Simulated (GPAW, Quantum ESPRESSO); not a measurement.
Consider P (P2/m).

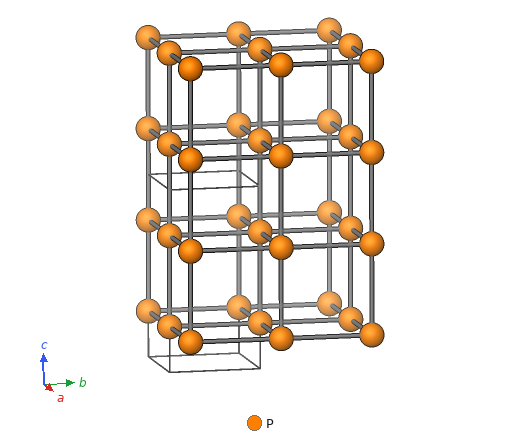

The structure (phosphorus orange). 2×2×2 cells are drawn. Some periodic images of atoms are drawn too.

```cif
data_structure
_symmetry_space_group_name_H-M 'P 1'
_symmetry_Int_Tables_number 1
_cell_length_a 2.4247
_cell_length_b 2.4385
_cell_length_c 4.8525
_cell_angle_alpha 90.000
_cell_angle_beta 90.240
_cell_angle_gamma 90.000
_cell_volume 28.69
loop_
_atom_site_label
_atom_site_type_symbol
_atom_site_fract_x
_atom_site_fract_y
_atom_site_fract_z
_atom_site_occupancy
P1 P 0.00000 0.00000 0.74943 1
P2 P 0.00000 0.00000 0.25057 1
```

Absorber: atom 1, with 3 P at 2.42 Å and 3 P at 2.43 Å (octahedral, site symmetry m). Method: Quantum ESPRESSO XSpectra, LDA, excited-electron core hole (neutral cell), 10-atom cell with 5.4 Å between holes, 6×6×6 k points, dipole transitions, Lorentzian half width 0.3 eV up to 4 eV, rising linearly to 2.5 eV at 25 eV.

This is not the structure that P takes at ambient pressure and room temperature (space group No. 64); it is a model or a phase of other conditions.

**Question.** What does the P K edge look like?

Main maxima up to 24 eV above the zero (height): 1.6 eV (1.39), 3.2 eV (1.74), 4.6 eV (1.67) and 15.9 eV (0.77). A K edge sees empty p states on the absorber. The total-energy difference is 2147.52 eV. One term is added: -15.84 eV, since the hole is spin-paired here and a spin-polarised one costs that much less in the free atom (computed apart). The photon energy is then 2131.68 eV. The functional leaves an error in such absolute values: in the free atom LDA prices this hole 8.5 eV below PBE (computed apart), and PBE is itself good to a few eV.

The P K spectrum (energy from the energy zero of the input (xe0, at the border of filled and empty states); intensity scaled to a mean of 1 over the first 20 eV; the points at xe0, where the cut of filled states can leave a spike, are interpolated; polarised curves are means over the symmetry-equivalent atoms):

```
E (eV)  isotropic  ε ∥ x  ε ∥ y  ε ∥ z
  -2.0       0.06   0.06   0.06   0.06
  -0.5       0.19   0.19   0.18   0.20
   1.0       1.12   1.06   1.14   1.15
   2.5       1.36   1.32   1.42   1.33
   4.0       1.56   1.51   1.54   1.64
   5.5       1.55   1.52   1.48   1.66
   7.0       1.38   1.42   1.38   1.33
   8.5       0.90   0.90   0.87   0.92
  10.0       0.64   0.63   0.63   0.65
  11.5       0.64   0.64   0.65   0.63
  13.0       0.73   0.73   0.73   0.72
  14.5       0.76   0.76   0.76   0.76
  16.0       0.77   0.77   0.77   0.77
  17.5       0.76   0.76   0.76   0.76
  19.0       0.77   0.77   0.76   0.76
  20.5       0.76   0.77   0.76   0.76
  22.0       0.73   0.73   0.72   0.73
  23.5       0.67   0.67   0.67   0.68
  25.0       0.63   0.63   0.63   0.63
  26.5       0.62   0.62   0.61   0.62
  28.0       0.61   0.61   0.61   0.61
  29.5       0.59   0.59   0.59   0.59
  31.0       0.58   0.57   0.58   0.57
```

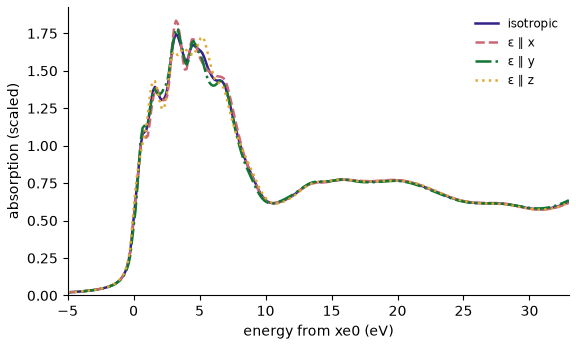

The P K edge.

The unit cell's mesh shows no gap over 0.35 eV. That is right for a metallic compound; for a small-gap or correlated insulator it would be the fault of the functional or of the assumed magnetic order, and the hole would be screened too well. The holes are only 5.4 Å apart, so the shape is probably not converged with cell size; no larger cell was run here. Lifetime broadening is put in by hand, and intensities beyond about 20 eV depend on it and on the partial waves; weight that the partial waves miss at high energy is lost. The structure is a computed Materials Project entry and may be a hypothetical form.

[Banner, clock and machine lines of the logs are left out without a mark of their own.]

[Logs are printed without paths, hosts, clocks, repeated set-up lines and the standing remarks that a program may print on its own settings, such as how far it seeks lower states.]

[Hosts, paths, dates, database ids (printed as entryN), source tags and the programs' standing remarks are cut or masked in the printed files.]

[Lists of maxima count a maximum above −3 eV only where it reaches 4 % of the highest in the window and stands out from its surroundings by 2 % of it (1.5 % where it reaches 55 %); shoulders and weaker maxima are passed over, and of the rest the first, up to two pre-edge ones and the few strongest are named.]
